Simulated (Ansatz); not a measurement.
**What NaGeCl3 (model cell, started as cubic perovskite with Ge in the octahedra) distorts into**

Aim: this structure of NaGeCl3 (model cell, started as cubic perovskite with Ge in the octahedra) is to be tested for unstable modes, and one is followed downhill.

Calculated with Ansatz 0.2.0; DFT PBEsol, scalar-relativistic, plane waves, PAW; PAW set soft_1.

The structure was built from a prototype and need not be the compound's stable phase.

### Step 1. Set-up

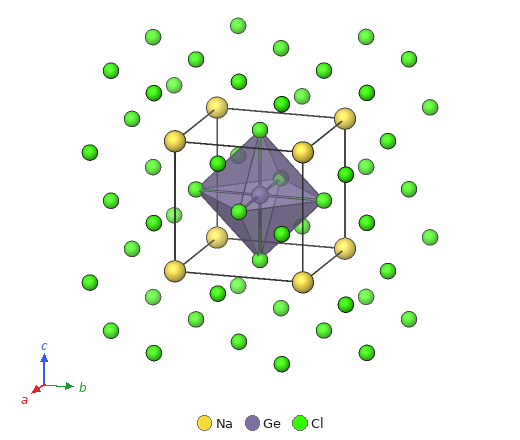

Start, viewed slightly off an axis; sodium yellow, germanium purple, chlorine green. Some periodic images of atoms are drawn too.

### Step 2. The dispersion

The cell comes from relaxations at this level that are not shown. Stability and thermal properties need the whole zone. Linear response on a 2×2×2 q mesh gives force constants as far as a supercell of that size would, and the tensors from the zone-centre run are typed in so that the long-range dipole term is interpolated apart.

Input file input.yaml:

```yaml
crystal:
  lattice:
    - [5.1274103071, 0.0, 0.0]
    - [0.0, 5.1274103071, 0.0]
    - [0.0, 0.0, 5.1274103071]
  atoms:
    - { symbol: Na, position: [0.0, 0.0, 0.0] }
    - { symbol: Ge, position: [0.5, 0.5, 0.5] }
    - { symbol: Cl, position: [0.5, 0.5, 0.0] }
    - { symbol: Cl, position: [0.5, 0.0, 0.5] }
    - { symbol: Cl, position: [0.0, 0.5, 0.5] }
kpoints:
  mp_grid: { grid: [12, 12, 12] }
hamiltonian:
  xc: pbesol
  pseudopotentials: { kind: paw, azcp: { folder: soft_1 }, xc_functional: pbe }
scf:
  occupations: { method: fixed }
output:
  eigenvalues: true
phonons:
  method: dfpt
  qmesh: [2, 2, 2]
  temperatures: { t_max: 1000, t_step: 50 }
  qpath:
    path:
      - [[0.0, 0.0, 0.0], [0.0, 0.5, 0.0], [0.5, 0.5, 0.0], [0.0, 0.0, 0.0], [0.5, 0.5, 0.5], [0.0, 0.5, 0.0]]
      - [[0.5, 0.5, 0.5], [0.5, 0.5, 0.0]]
    npoints: 10
  non_analytic_term:
    high_frequency_dielectric_tensor: [[7.5307, 0.0, 0.0], [0.0, 7.5307, 0.0], [0.0, 0.0, 7.5307]]
    born_effective_charges:
      - { species: Na, tensor: [[1.3094, 0.0, 0.0], [0.0, 1.3094, 0.0], [0.0, 0.0, 1.3094]] }
      - { species: Ge, tensor: [[5.0496, 0.0, 0.0], [0.0, 5.0496, 0.0], [0.0, 0.0, 5.0496]] }
      - { species: Cl, tensor: [[-0.545, 0.0, 0.0], [0.0, -0.545, 0.0], [0.0, 0.0, -5.269]] }
      - { species: Cl, tensor: [[-0.545, 0.0, 0.0], [0.0, -5.269, 0.0], [0.0, 0.0, -0.545]] }
      - { species: Cl, tensor: [[-5.269, 0.0, 0.0], [0.0, -0.545, 0.0], [0.0, 0.0, -0.545]] }
    source: "zone-centre run at this cell"
```

Launch:

```console
ansatz run input.yaml --threads 8 --pin off --max-ram 16384MiB --backend cpu --events-out ev --progress --plain --runs-dir out
```

Numbers of over 12 decimals in the logs are rounded to 6 here.

The log of the run:

```text
Engine: ansatz 0.2.0, aarch64-unknown-linux-gnu
Pseudopotentials: kind: paw
Pseudopotential: Na, paw, valence charge 9, recommended cutoff 420 eV (normal), soft_1/Na.paw.azcp
Pseudopotential: Ge, paw, valence charge 14, recommended cutoff 420 eV (normal), soft_1/Ge.paw.azcp
Pseudopotential: Cl, paw, valence charge 7, recommended cutoff 420 eV (normal), soft_1/Cl.paw.azcp
Functional definition: PBEsol
  exchange = pbesol_x
  correlation = pbesol_c
Crystal: 5 atoms, lattice volume = 134.801 Å³
Basis set: ecut = 420 eV, 2601 PW (Γ), exchange–correlation on 72×72×72 points (8 copies of the dense FFT grid, shifted against one another)
Bands: 27, of which v1, the nominal top of the filled ones, is band 22 counted from 1 (21 counted from 0)
Symmetry: 48 space group operations
k-points: 84 of 1728
Non-local potential: Na, projectors of the file, l = 0: 3, l = 1: 2, l = 2: 1
Non-local potential: Ge, projectors of the file, l = 0: 2, l = 1: 2, l = 2: 3, l = 3: 1
Non-local potential: Cl, projectors of the file, l = 0: 2, l = 1: 2, l = 2: 1
PAW form: soft (Blöchl's): semilocal exchange-correlation on the pseudo side does not see the compensation charge
PAW frozen core: Na, regenerated for the run's functional, and the local potential with it (the file was generated under x = pbe(κ = 0.804, μ = 0.219515), c = pbe(β = 0.066725))
PAW frozen core: Ge, regenerated for the run's functional, and the local potential with it (the file was generated under x = pbe(κ = 0.804, μ = 0.219515), c = pbe(β = 0.066725))
PAW frozen core: Cl, regenerated for the run's functional, and the local potential with it (the file was generated under x = pbe(κ = 0.804, μ = 0.219515), c = pbe(β = 0.066725))
PAW one-centre angular grid: Na, 110 points (default); XC on 64 Gauss nodes
PAW one-centre angular grid: Ge, 590 points (default); XC on 64 Gauss nodes
PAW one-centre angular grid: Cl, 110 points (default); XC on 64 Gauss nodes
Initial density: superposition of atomic densities (chi_scale 0.1, normalization cell, long waves kept (reshape's long-wave potential 0.02 eV rms))
Initial wavefunctions: pseudopotential atomic-orbital guess
Functional: x = pbesol(κ = 0.804, μ = 0.123457), c = pbesol(β = 0.046)
SCF iter   1: F=—  HF=-8918.521809 eV  |F-HF|=—  |Δ(HF+E_count)|=         —  Δρ=5.03e-2  dr2=2.94e0  ethr=3.10e-3  ⟨swp⟩=5.1  Hψ=9374  notcnv=0  defer=214
preconditioner: auto → Resta (q_TF=auto, 2.264 Å⁻¹)  ε∞=3.7  [insulator: Δε(μ)=0.000 eV  Ē_g=9.900 eV  n_scr=26 (ndim 8)  ℏωp=16.3 eV  f_vac=0.027  ε∞_Penn≈3.7]
SCF iter   2: F=—  HF=-8917.357568 eV  |F-HF|=—  |Δ(HF+E_count)|=    1.16e0  Δρ=1.79e-2  dr2=4.79e-1  ethr=3.10e-3  ⟨swp⟩=3.0  Hψ=5292  notcnv=0  defer=217
SCF iter   3: F=—  HF=-8917.171670 eV  |F-HF|=—  |Δ(HF+E_count)|=   1.86e-1  Δρ=6.01e-3  dr2=6.67e-2  ethr=1.09e-3  ⟨swp⟩=2.6  Hψ=4255  notcnv=0  defer=240
SCF iter   4: F=—  HF=-8917.159066 eV  |F-HF|=—  |Δ(HF+E_count)|=   1.26e-2  Δρ=2.19e-3  dr2=8.14e-3  ethr=1.51e-4  ⟨swp⟩=3.0  Hψ=4055  notcnv=0  defer=246
SCF iter   5: F=—  HF=-8917.158062 eV  |F-HF|=—  |Δ(HF+E_count)|=   1.00e-3  Δρ=7.78e-4  dr2=8.99e-4  ethr=1.85e-5  ⟨swp⟩=2.6  Hψ=4198  notcnv=0  defer=248
SCF iter   6: F=—  HF=-8917.158500 eV  |F-HF|=—  |Δ(HF+E_count)|=   4.38e-4  Δρ=1.29e-4  dr2=2.54e-5  ethr=2.04e-6  ⟨swp⟩=2.0  Hψ=3924  notcnv=0  defer=248
SCF iter   7: F=—  HF=-8917.158548 eV  |F-HF|=—  |Δ(HF+E_count)|=   4.79e-5  Δρ=5.59e-5  dr2=4.47e-6  ethr=5.77e-8  ⟨swp⟩=2.0  Hψ=3933  notcnv=0  defer=248
SCF iter   8: F=—  HF=-8917.158546 eV  |F-HF|=—  |Δ(HF+E_count)|=   2.35e-6  Δρ=1.19e-5  dr2=3.26e-7  ethr=1.01e-8  ⟨swp⟩=2.0  Hψ=4045  notcnv=0  defer=205
SCF iter   9: F=—  HF=-8917.158549 eV  |F-HF|=—  |Δ(HF+E_count)|=   3.06e-6  Δρ=3.44e-6  dr2=2.22e-8  ethr=7.41e-10  ⟨swp⟩=2.0  Hψ=4040  notcnv=0  defer=147
SCF iter  10: F=—  HF=-8917.158549 eV  |F-HF|=—  |Δ(HF+E_count)|=   4.12e-8  Δρ=5.99e-7  dr2=6.40e-10  ethr=5.05e-11  ⟨swp⟩=2.0  Hψ=3944  notcnv=0  defer=148
SCF iter  11: F=—  HF=-8917.158549 eV  |F-HF|=—  |Δ(HF+E_count)|=   2.37e-9  Δρ=2.15e-7  dr2=7.36e-11  ethr=1.46e-12  ⟨swp⟩=2.0  Hψ=3920  notcnv=0  defer=148
SCF iter  12: F=-8917.158549 eV  HF=-8917.158549 eV  |F-HF|=3.64e-12  |Δ(HF+E_count)|=  2.76e-10  Δρ=4.74e-8  dr2=5.21e-12  ethr=1.00e-12  ⟨swp⟩=15.4  Hψ=14758  notcnv=0
SCF 1 converged in 12 iterations: F = -8917.158549 eV  dr2 = 5.21e-12
  greatest PAW one-centre occupation: 0.999 electrons in one spin orbital (limit 2), on the Na atom at site 0 (counted from 0), in its partial waves of l = 0
NSCF: frozen V_eff on 84 k-points
NSCF: frozen V_eff on 343 k-points
DFPT response loops at q = (0, 0, 0) (fractional): preconditioner auto → none (the input reference at scf.mixing.eps_inf says where Resta's filter doesn't serve); β = 0.50; Broyden in place of MSR1
NSCF: frozen V_eff on 686 k-points
DFPT response loops at q = (0, 0, -0.5) (fractional): mixed as the last ones told, above
NSCF: frozen V_eff on 686 k-points
DFPT response loops at q = (0, -0.5, -0.5) (fractional): mixed as the last ones told, above
NSCF: frozen V_eff on 686 k-points
DFPT response loops at q = (-0.5, -0.5, -0.5) (fractional): mixed as the last ones told, above
SCF converged after 12 iterations
Free energy (F): -8917.158549 eV
Harris-Foulkes:  -8917.158549 eV  (|F-HF|=3.64e-12)
Internal energy: -8917.158549 eV  (E = F + TS)
E sigma→0 (E₀):  -8917.158549 eV
Fermi energy:    4.571986 eV
--- Per-component energies (eV) ---
  E_band       = -514.014513
  E_kinetic    = 660.773543
  E_local      = -5011.220536  (includes V_loc(G=0)·N_el)
  E_nonlocal   = 585.948506
  E_hartree    = 2046.687214
  E_xc         = -427.101896
  E_vxc        = -460.395837  (∫ρ·V_xc dr)
  E_paw        = -4171.552038  (= ΣΔE_a)
  E_vpaw       = -382.494929  (= ΣTr[D̂ρ^β])
  E_aug_tail   = 0.000331  (compensation charges beyond the density's cutoff)
  E_ewald      = -2601.901603
  E_core_change = 1.207928  (= ΣΔE_core)
  E_smearing   = -0.000000  (= −TS)
  E_closure    = -0.000000  (closes the sum)
  Σ components = -8917.158549   (vs F -8917.158549, Δ=0.00e0)
--- Band table (eV; the first three rows and the last of 84) ---
  k-point 0: bands = [... 18 lower, 0.6925, 0.7739, 0.7739, 0.7739, 5.4119, 9.4622, 9.4622, 9.4705, ... 1 higher]
  k-point 1: bands = [... 18 lower, 0.6807, 0.7632, 0.7632, 0.7768, 5.4892, 9.4169, 9.4478, 9.4478, ... 1 higher]
  k-point 2: bands = [... 18 lower, 0.6490, 0.7508, 0.7508, 0.8157, 5.7097, 9.0408, 9.2681, 9.4112, ... 1 higher]
  k-point 83: bands = [... 18 lower, 1.3479, 1.3479, 1.3479, 4.5720, 4.9197, 4.9197, 4.9197, 6.3794, ... 1 higher]
--- Phonons (Γ-DFPT): 4 representative perturbations + reference (Σ response iterations 12) ---
  ASR residual: 5.850e-5 → 0.000e0 eV/Å²; symmetrization residual: 5.549e-6 eV/Å²
  ASR residual per site (eV/Å²): 5.85e-5 1.68e-5 3.51e-5 3.51e-5 3.51e-5
  Γ frequencies (cm⁻¹): -89.48 -89.48 -89.48 0.00 0.00 0.00 15.84 15.84 15.84 34.58 34.58 34.58 103.34 103.34 103.34
--- Phonons (arbitrary-q DFPT): 4 irreducible q on the 2×2×2 mesh ---
  q = [0.0000, 0.0000, 0.0000] (star 1, of the zone-centre solve; hermiticity 1.78e-5, symmetrization 9.42e-12): -89.48 -89.48 -89.48 -0.00 -0.00 -0.00 15.84 15.84 15.84 34.58 34.58 34.58 103.34 103.34 103.34
  q = [0.0000, 0.0000, -0.5000] (star 3, 9 solved perturbations in 2646 linear systems a pass and spin channel, the states on 343 of 1728 k-point pairs; hermiticity 1.54e-6, symmetrization 2.08e-9): -82.21 -82.21 -20.44 -20.44 42.48 42.48 55.71 64.58 68.07 69.74 69.74 88.06 88.06 185.18 256.58
  q = [0.0000, -0.5000, -0.5000] (star 3, 9 solved perturbations in 2646 linear systems a pass and spin channel, the states on 343 of 1728 k-point pairs; hermiticity 1.73e-6, symmetrization 2.01e-8): -79.42 -79.42 -74.17 -71.02 51.64 57.92 57.92 72.31 73.83 73.83 118.62 186.09 186.09 231.52 262.15
  q = [-0.5000, -0.5000, -0.5000] (star 1, 4 solved perturbations in 931 linear systems a pass and spin channel, the states on 343 of 1728 k-point pairs; hermiticity 7.21e-7, symmetrization 4.06e-10): -83.49 -83.49 -83.49 -74.19 -74.19 -74.19 124.07 124.07 124.07 177.21 177.21 177.21 231.12 231.12 268.96
  sum rule: each row above includes the acoustic sum rule's correction from the zone centre's row sums; it moved no ω² by more than (0.83 cm⁻¹)²
  mesh force constants: q→R imaginary residual 8.03e-18; ASR residual 5.850e-5 → 0.000e0 eV/Å²; symmetrization residual 5.329e-15 eV/Å²
  interpolated dispersion: 63 rows × 15 modes
  density of states and harmonic sums: on the 12×12×12 q-mesh, interpolated from the force constants of a 2×2×2 supercell (with the dipole–dipole term of supplied tensors)
  largest difference from the sums on the solved wave vectors: F 1.01e-1 eV, S 1.12e-4 and C_V 5.68e-5 eV/K
  zero-point energy: 0.075838 eV/cell   skipped modes (ω ≤ 0): 386, of them read as no rigid motion or as one in doubt: 383 (4.624e0 modes/cell left out, lowest -89.48 cm⁻¹)   left out of the sums: 3.08e-1 of the cell's modes: C_V's classical limit lies that fraction below 3 k_B per atom; for a crystal, a wire or a layer, F and S can be off by more, and a phonons.interpolated_qmesh denser along its periods is the remedy for the sampling
```

Elapsed: 5 min, on 8 threads of Arm Neoverse V1, shared host; peak memory 3 GiB.

Numbers from this step:

- gap on the k-mesh: 0.3477 eV
- volume per atom: 26.96 Å³
- sum-rule residual before enforcement: 5.85e-5 eV/Å²
- lowest frequency on the path: -89.48 cm⁻¹
- point group: m-3m
- highest frequency on the path or at a solved wavevector: 269 cm⁻¹
- highest optical mode at the zone centre (no LO-TO term): 103.3 cm⁻¹
- lowest optical zone-centre mode: -89.48 cm⁻¹
- lowest mode on the q mesh (acoustic modes at Γ apart): -89.48 cm⁻¹

Frequencies (cm⁻¹) solved at each irreducible wavevector; negative means imaginary. Frequencies by wavevector, by row:

```
q in reciprocal lattice units  star  mode 1  mode 2  mode 3  mode 4  mode 13  mode 14  mode 15
                        0 0 0     1   -89.5   -89.5   -89.5       0    103.3    103.3    103.3
                     0 0 -0.5     3   -82.2   -82.2   -20.4   -20.4     88.1    185.2    256.6
                  0 -0.5 -0.5     3   -79.4   -79.4   -74.2     -71    186.1    231.5    262.1
               -0.5 -0.5 -0.5     1   -83.5   -83.5   -83.5   -74.2    231.1    231.1      269
```

Interpolated from a 2×2×2 q mesh, with the LO-TO term (at Γ the limit along the path; where Γ stands inside the path, tables give the limit on arrival). Phonon branches along the path, in cm⁻¹:

```
    point  branch 1  branch 2  branch 3  branch 4  branch 12  branch 13  branch 14  branch 15
        Γ       -90       -90       -84         0        102        103        103        243
        X       -82       -82       -20       -20         88         88        185        257
        M       -79       -79       -74       -71        186        186        232        262
        Γ       -90       -90       -84         0        102        103        103        243
        R       -84       -84       -84       -74        177        231        231        269
        X       -82       -82       -20       -20         88         88        185        257
jump to R       -84       -84       -84       -74        177        231        231        269
        M       -79       -79       -74       -71        186        186        232        262
```

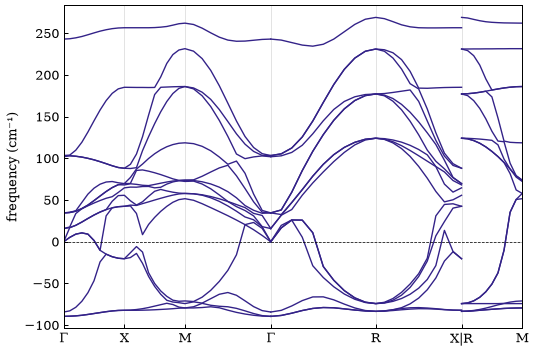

Phonon branches along the path.

Symmetry leaves 4 wavevectors to solve. The lowest mode among them, the acoustic zeros apart, lies at Γ and is imaginary, 89.5i cm⁻¹, so the energy falls along it.

### Step 3. The mode frozen in, largest atomic shift 0 Å

The mode followed lies at Γ with frequency 89.5i cm⁻¹ and is 3-fold degenerate, the softest among the wavevectors solved. At small amplitude the distorted cell has space group no. 99 by a symmetry search on the positions. The undistorted cell that holds it gives the zero of energy on the same k mesh.

input.yaml, the sections that differ from step 2:

```yaml
scf:
  occupations: { method: gaussian, width: 0.02 }
output:
  forces: true
  stress: true
  eigenvalues: true
# crystal, kpoints, hamiltonian: as in step 2
# phonons: removed
```

The log of the run:

```text
[...]
Crystal: 5 atoms, lattice volume = 134.801 Å³
Basis set: ecut = 420 eV, 2601 PW (Γ), exchange–correlation on 72×72×72 points (8 copies of the dense FFT grid, shifted against one another)
Bands: 27, of which v1, the nominal top of the filled ones, is band 22 counted from 1 (21 counted from 0)
Symmetry: 48 space group operations
[...]
k-points: 84 of 1728
[...]
k-point 0: bands = [... 18 lower, 0.6924, 0.7739, 0.7739, 0.7739, 5.4118, 9.4619, 9.4619, 9.4705, ... 1 higher]
  k-point 1: bands = [... 18 lower, 0.6807, 0.7632, 0.7632, 0.7768, 5.4891, 9.4166, 9.4477, 9.4477, ... 1 higher]
  k-point 2: bands = [... 18 lower, 0.6490, 0.7507, 0.7507, 0.8157, 5.7096, 9.0407, 9.2679, 9.4112, ... 1 higher]
  k-point 83: bands = [... 18 lower, 1.3478, 1.3478, 1.3478, 4.5719, 4.9196, 4.9196, 4.9196, 6.3794, ... 1 higher]
[key lines of the parts left out:]
SCF converged after 9 iterations
Free energy (F): -8917.158549 eV
Fermi energy:    4.745117 eV
P = ⅓ Tr σ = -0.0000 GPa (-0.000 kbar)
```

Wall time 2.9 s (8 threads); peak memory 0.67 GiB; 21 s of CPU time.

Numbers from this step:

```yaml
pressure: -2.60e-5 GPa
energy_from_the_undistorted_cell: 0 meV/atom
```

At this level the gap is 0.35 eV on the k-mesh of the self-consistent run, which can miss the band edges.

### Step 4. The mode frozen in, largest atomic shift 0.6 Å

The atoms are moved along the unstable eigenvector, the largest shift by 0.6 Å, with the cell fixed.

input.yaml, the sections that differ from step 3:

```yaml
crystal:
  lattice:
    - [5.1274103071, 0.0, 0.0]
    - [0.0, 5.1274103071, 0.0]
    - [0.0, 0.0, 5.1274103071]
  atoms:
    - { symbol: Na, position: [0.0, 0.1170181367, 0.0] }
    - { symbol: Ge, position: [0.5, 0.4986810348, 0.5] }
    - { symbol: Cl, position: [0.5, 0.4689844063, 0.0] }
    - { symbol: Cl, position: [0.5, -0.0111542435, 0.5] }
    - { symbol: Cl, position: [0.0, 0.4689844063, 0.5] }
# kpoints, hamiltonian, scf, output: as in step 3
```

The log of the run:

```text
[...]
Crystal: 5 atoms, lattice volume = 134.801 Å³
Basis set: ecut = 420 eV, 2601 PW (Γ), exchange–correlation on 72×72×72 points (8 copies of the dense FFT grid, shifted against one another)
Bands: 27, of which v1, the nominal top of the filled ones, is band 22 counted from 1 (21 counted from 0)
Symmetry: 8 space group operations
[...]
k-point 0: bands = [... 18 lower, 0.5667, 0.6801, 0.7870, 0.7870, 5.6127, 9.1082, 9.1082, 9.2540, ... 1 higher]
  k-point 1: bands = [... 18 lower, 0.5492, 0.6614, 0.7875, 0.7960, 5.6888, 9.0247, 9.0718, 9.3081, ... 1 higher]
  k-point 2: bands = [... 18 lower, 0.5081, 0.6408, 0.7891, 0.8280, 5.9066, 8.6556, 9.0308, 9.3515, ... 1 higher]
  k-point 195: bands = [... 18 lower, 1.1351, 1.3148, 1.3148, 4.2980, 4.8413, 4.8413, 5.0748, 6.6151, ... 1 higher]
[key lines of the parts left out:]
SCF converged after 10 iterations
Free energy (F): -8917.276779 eV
Fermi energy:    4.569406 eV
P = ⅓ Tr σ = 0.3199 GPa (3.199 kbar)
```

The job ended after 12 s (8 threads; peak memory 0.88 GiB).

Numbers from this step:

```yaml
pressure: 0.3199 GPa
gap_on_the_k_mesh: 0.5432 eV
energy_from_the_undistorted_cell: -23.65 meV/atom
```

The energy, extrapolated to zero smearing, is -23.65 meV/atom against the undistorted cell.

The run ends at a pressure of 0.32 GPa, with forces up to 0.24 eV/Å.

### Step 5. Energy along the mode, all amplitudes (two of the runs are shown above)

An imaginary frequency means negative curvature, so the energy should fall and then rise again as anharmonic terms take over.

Numbers from this step:

| Item | Value |
| --- | --- |
| depth at the lowest point sampled | 23.65 meV/atom |
| largest atomic shift at that point | 0.6 Å |

Energy from the parent against largest atomic shift:

```
largest atomic shift (Å)  energy from the parent (meV/atom)
                   0.000                                  0
                   0.040                             -0.133
                   0.080                             -0.531
                   0.140                              -1.61
                   0.220                              -3.91
                   0.320                              -7.99
                   0.450                              -14.8
                   0.600                              -23.6
```

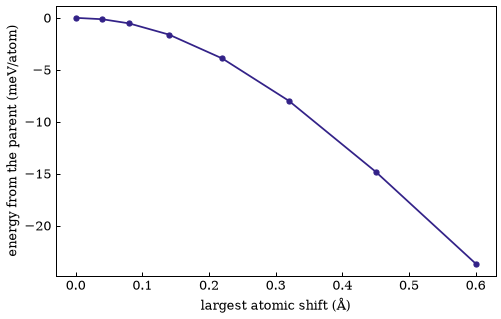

Energy from the parent against largest atomic shift.

Displacement at unit largest shift by atom:

```
atom  x (Å)  y (Å)  z (Å)  size
 Na1   0.00   1.00   0.00  1.00
 Ge2   0.00  -0.01   0.00  0.01
 Cl3   0.00  -0.27   0.00  0.27
 Cl4   0.00  -0.10   0.00  0.10
 Cl5   0.00  -0.27   0.00  0.27
```

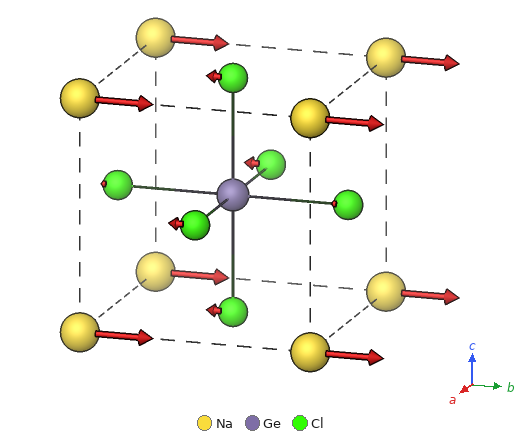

Displacement at unit largest shift as arrows, the longest 1 Å. Some periodic images of atoms are drawn too.

The lowest of the steps tried is the last one, at 0.6 Å, 23.6 meV/atom below the parent; the bottom of the well need not coincide with a step.

[end of part 1 of 3]

[Logs are printed without paths, hosts, clocks, repeated set-up lines and the standing remarks that a program may print on its own settings, such as how far it seeks lower states.]

[Hosts, paths, dates, database ids (printed as entryN), source tags and the programs' standing remarks are cut or masked in the printed files.]
